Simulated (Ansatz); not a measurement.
# (NaCl)1(CaS)2 [001] superlattice, started as rocksalt type: from the cell to its phonons, part 3 of 3

Aim: the vibrations of (NaCl)1(CaS)2 [001] superlattice, started as rocksalt type, their spectra, and whether the structure is stable.

Ansatz 0.2.0; DFT LDA, scalar-relativistic, plane waves, PAW.

So far. Step 4 (Relaxing to small forces for the phonons): The largest force component left is 0.70 meV/Å and the pressure is 0.002 GPa, within the tolerances set. The cell now holds 21.26 Å³/atom. The relaxed cell has a = 3.914, c = 16.657 Å (conventional setting).

The structure was built from a prototype and need not be the compound's stable phase.

## (5) Linear response at the zone centre (continued)

Transverse modes. Infrared lines, with heights relative to the strongest:

```
position (cm⁻¹)  relative intensity
             86                 0.0
            104                 0.0
            181                  16
            195                  20
            203                 0.9
            214                 0.0
            234                 0.0
            249                  24
            250                 100
            253                 0.0
```

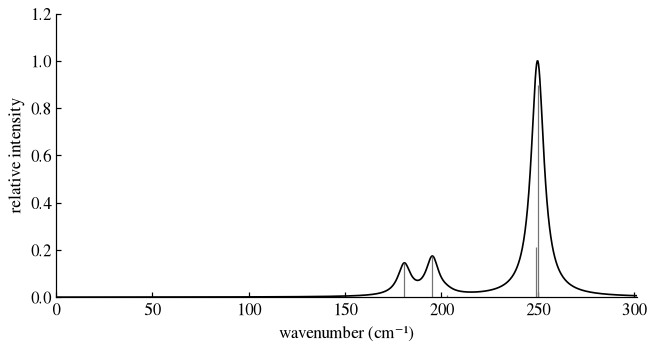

The infrared spectrum, broadened with Lorentzians of width 8 cm⁻¹; bars mark the lines.

Activity x (w_L - w)^4 (n + 1)/w, 532 nm, 300 K; modes without the macroscopic field alone. Lines of the Raman spectrum (strongest = 100):

```
position (cm⁻¹)  relative intensity
             86                 0.0
            104                 0.1
            181                 0.0
            195                 0.0
            203                 0.0
            214                 100
            234                  12
            249                 0.0
            250                 0.0
            253                 0.3
```

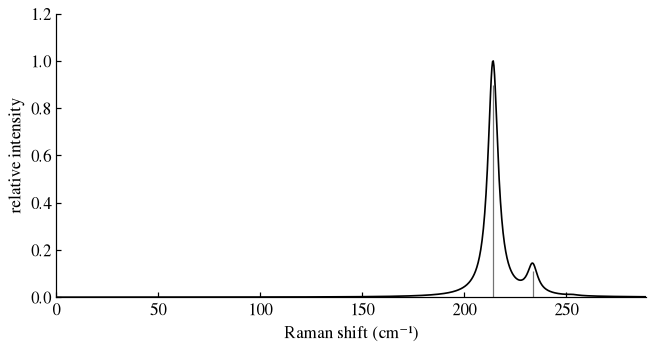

The Raman spectrum, broadened with Lorentzians of width 6 cm⁻¹; bars mark the lines.

Before it was imposed, the acoustic sum rule was missed by 1.2e-4 eV/Å² and the charge sum rule by 0.0044 e. Small misses are needed for a sound result but don't prove that mesh and cutoff are converged. The lowest optical mode is real, 85.8 cm⁻¹.

## (6) Isotope substitution, element Ca, natural mass 40.078 amu

An isotope changes the mass and not the force constants, so no new electronic calculation is needed; the shifts show which modes move this element.

The same force constants with the mass of Ca changed from 40.078 to 47.953 u (phonopy, no LO-TO term). Both lists are sorted by frequency; levels can cross, so a row need not hold one and the same mode. Modes under 3 cm⁻¹ are left out. Isotope shifts, by row:

```
    q  rank  natural mass (cm⁻¹)  changed mass (cm⁻¹)
0 0 0     4                85.79                84.45
0 0 0     5                85.79                84.45
0 0 0     6                  104                98.43
0 0 0     7                  104                98.43
0 0 0     8                180.7                180.7
0 0 0     9                180.7                180.7
0 0 0    10                195.3                190.9
0 0 0    11                202.8                195.9
0 0 0    12                214.2                200.8
0 0 0    13                233.6                233.5
0 0 0    14                249.2                  241
0 0 0    15                  250                  241
0 0 0    16                  250                244.3
0 0 0    17                253.3                244.7
0 0 0    18                253.3                244.7
```

A mode of this element alone would shift by -8.58 %. The highest zone-centre frequency without the field goes from 253.3 to 244.7 cm⁻¹ (-3.4 %). The product of the frequency ratios over all optical modes at Γ is 0.653; the product rule, (m/m′)^(3k/2) (M′/M)^(3/2) with k = 2 such atoms and M the mass of the cell, gives 0.653.

## (7) Isotope substitution, element Cl, natural mass 35.45 amu

The same for Cl, from 35.45 to 36.97 u.

The same force constants with the mass of Cl changed from 35.450 to 36.966 u (phonopy, no LO-TO term). Both lists are sorted by frequency; levels can cross, so a row need not hold one and the same mode. Modes under 3 cm⁻¹ are left out. Isotope shifts, by row:

```
    q  rank  natural mass (cm⁻¹)  changed mass (cm⁻¹)
0 0 0     4                85.79                85.06
0 0 0     5                85.79                85.06
0 0 0     6                  104                  104
0 0 0     7                  104                  104
0 0 0     8                180.7                179.2
0 0 0     9                180.7                179.2
0 0 0    10                195.3                192.1
0 0 0    11                202.8                202.8
0 0 0    12                214.2                214.2
0 0 0    13                233.6                233.6
0 0 0    14                249.2                  249
0 0 0    15                  250                  250
0 0 0    16                  250                  250
0 0 0    17                253.3                253.3
0 0 0    18                253.3                253.3
```

A mode of this element alone would shift by -2.07 %. The highest zone-centre frequency without the field goes from 253.3 to 253.3 cm⁻¹ (+0.0 %). The product of the frequency ratios over all optical modes at Γ is 0.950; the product rule, (m/m′)^(3k/2) (M′/M)^(3/2) with k = 1 such atoms and M the mass of the cell, gives 0.950.

## (8) Isotope substitution, element S, natural mass 32.06 amu

The same for S, from 32.06 to 33.97 u.

A mode of this element alone would shift by -2.85 %. The highest zone-centre frequency without the field goes from 253.3 to 249.1 cm⁻¹ (-1.6 %). The product of the frequency ratios over all optical modes at Γ is 0.865; the product rule, (m/m′)^(3k/2) (M′/M)^(3/2) with k = 2 such atoms and M the mass of the cell, gives 0.865.

## (9) Outcome

```yaml
space_group_after_relaxation_within_0p01_a: I4/mmm
volume_per_atom: 21.3 Å³
gap_on_the_k_mesh: 2.38 eV
highest_optical_mode_at_the_zone_centre_no_lo_to_term: 253 cm⁻¹
top_of_the_zone_centre_spectrum_with_the_field: 349 cm⁻¹
lowest_optical_zone_centre_mode: 85.8 cm⁻¹
mean_high_frequency_dielectric_constant: 4.37
mean_static_dielectric_constant: 9.27
largest_born_charge_third_of_the_trace: 2.29 e
imaginary_modes_at_gamma_the_only_wavevector_solved: none
```

What this shows: The structure is stable against zone-centre distortions, since no mode there is imaginary; other wavevectors were not solved, so zone-boundary instabilities are untested. Without the field, the optical modes at Γ span 86 to 253 cm⁻¹. No dispersion was computed. With the macroscopic field of the longitudinal modes the top of the zone-centre spectrum lies at 349 cm⁻¹, against 253 cm⁻¹ without it. Lattice motion raises the mean dielectric constant from 4.369 to 9.273. The strongest infrared line is at 250 cm⁻¹. Averaged over orientations, the strongest Raman line at 532 nm and 300 K is at 214 cm⁻¹. The starting cell was built on a prototype and not taken from a measurement, so the phase need not exist. These are harmonic frequencies at zero temperature: anharmonic shifts, linewidths and thermal expansion are left out.

[Logs are printed without paths, hosts, clocks, repeated set-up lines and the standing remarks that a program may print on its own settings, such as how far it seeks lower states.]

[Hosts, paths, dates, database ids (printed as entryN), source tags and the programs' standing remarks are cut or masked in the printed files.]
